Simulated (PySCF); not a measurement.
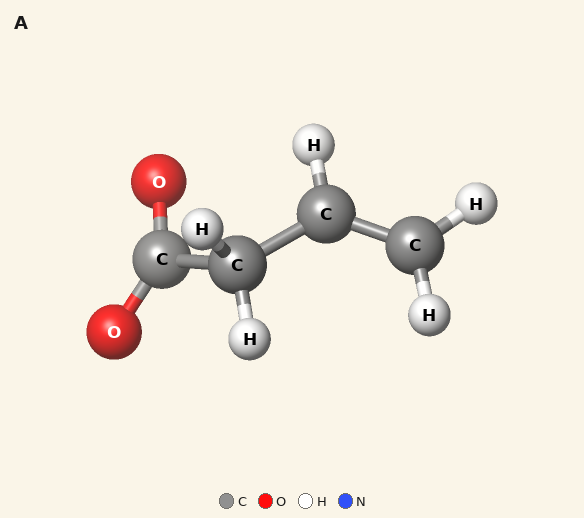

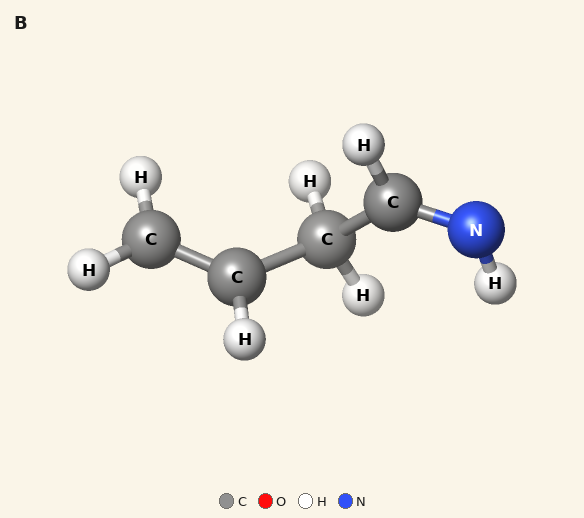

Two related species, optimised with PBE0-D3(BJ)/def2-SVP; properties computed with PySCF 2.14.0. A: charge −1, singlet. B: charge 0, singlet.

Question. Identify both.

Answer. A is C4H5O2(-) (C=CCC(=O)[O-]), B is C4H7N ([H]/N=C\CC=C).

Compare them. With PBE0/pcSseg-1: HOMO energy (Kohn–Sham orbital) (eV). With PBE0/def2-SVPD: mean static polarisability (bohr³).

```
                            quantity      A      B
HOMO energy (Kohn–Sham orbital) (eV)  −1.21  −7.42
  mean static polarisability (bohr³)   68.7   58.6
```

Each is one conformer, and no frequency run is at hand to confirm it as a minimum.
